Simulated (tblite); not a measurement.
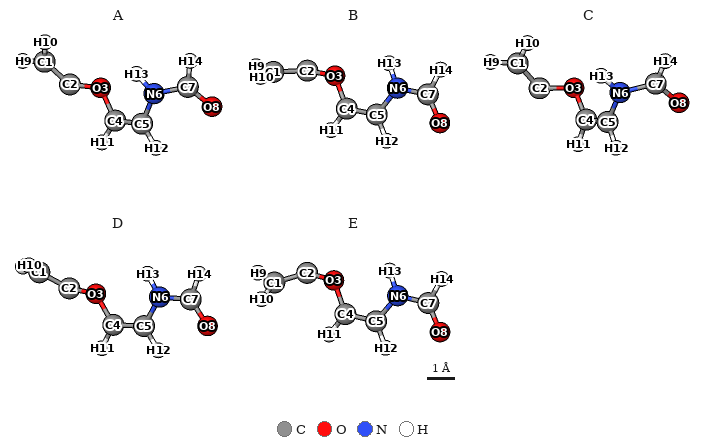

5 geometries from one relaxation of C₅H₆NO₂ (multiplicity 2), in shuffled order. A ball-and-stick model, seen at a tilt.

Method: GFN2-xTB geometry optimisation, gas phase (tblite). 

Order the frames from highest to lowest energy.

C, A, D, B, E. They are steps 0, 26, 57, 81, 141, at +26.1 kcal/mol, +6.04 kcal/mol, +1.83 kcal/mol, +0.56 kcal/mol relative to the last. H10 moves most after the best rigid fit: 2.19 Å. Largest moves by element: H 2.19 Å, O 1.20 Å, C 0.95 Å, N 0.60 Å. Some distances before and after: C7–O8 1.268 → 1.204 Å, C2–O3 1.375 → 1.318 Å, N6–C7 1.408 → 1.358 Å, N6–H13 1.057 → 1.010 Å. Among the angles between lasting bonds that change: C1–C2–O3 119.4° → 136.2°, N6–C7–H14 124.5° → 111.7°, O8–C7–H14 115.8° → 123.3°. Groups turn about C2–O3 by about 70°, C5–N6 by about 60°, O3–C4 by about 50°. After 141 geometry steps the energy has fallen by 26.1 kcal/mol. Cost: 0.8 s on 1 thread of Arm Neoverse V1 (shared host).
